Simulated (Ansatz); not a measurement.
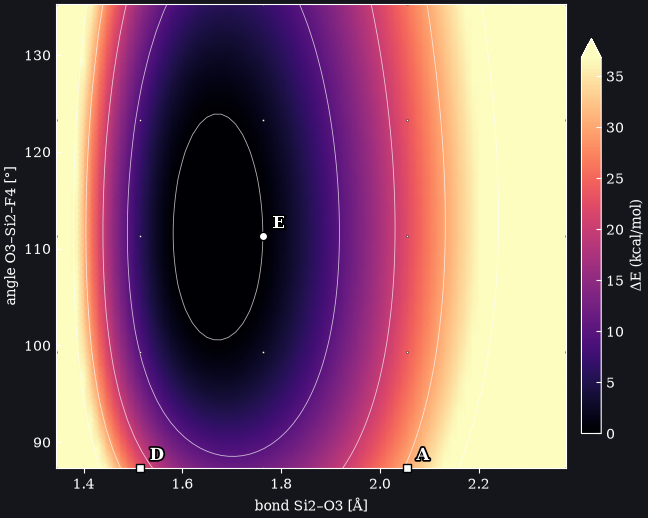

FH₂O₂Si, SMILES O[Si](O)F, spin multiplicity 2. 
- Two internal coordinates are moved rigidly from the geometry relaxed at PBE0-D4/def2-TZVP, all others fixed.
- Coordinates scanned: (1) bond Si2–O3; (2) angle O3–Si2–F4.
- The grid has 5 × 5 points.
- Energies: kcal/mol, counted from the lowest grid point.
- Theory: Ansatz, UKS PBE-D4/def2-TZVPP.

In the figure: a smooth colour map with a few white contour lines, dots at the grid points, one colour for all values above the top of the scale, lettered points. Between grid points the surface is interpolated.

Question: Rank the lettered points by energy, lowest first.

Answer: E (0 kcal/mol), D (23 kcal/mol), A (30 kcal/mol).
